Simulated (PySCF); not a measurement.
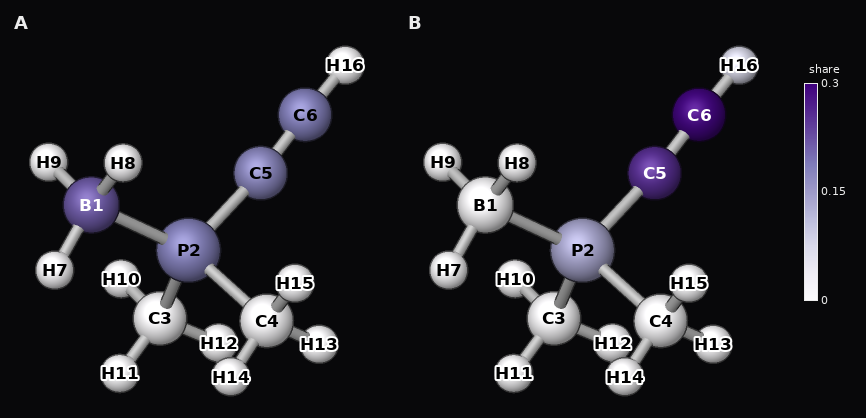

Each panel colours the atoms by their Löwdin share in one orbital (up to four of the largest shares; other atoms are shown as zero). The computed structure is the end point of a GFN2-xTB optimisation. No frequency run is at hand to confirm it as a minimum. Computed with CAM-B3LYP/def2-SVPD (PySCF 2.14.0).

### The panels show the HOMO, LUMO, in some order. Which is which?

A: HOMO, −9.42 eV; B1 0.21, C6 0.18, P2 0.18, C5 0.17
B: LUMO, 0.70 eV; C6 0.29, C5 0.26, P2 0.14, H16 0.07

The geometry is semi-empirical. Around B, P such bond lengths and angles can be off by a tenth of an ångström or more and by several degrees, and values that hang on the shape move with them.
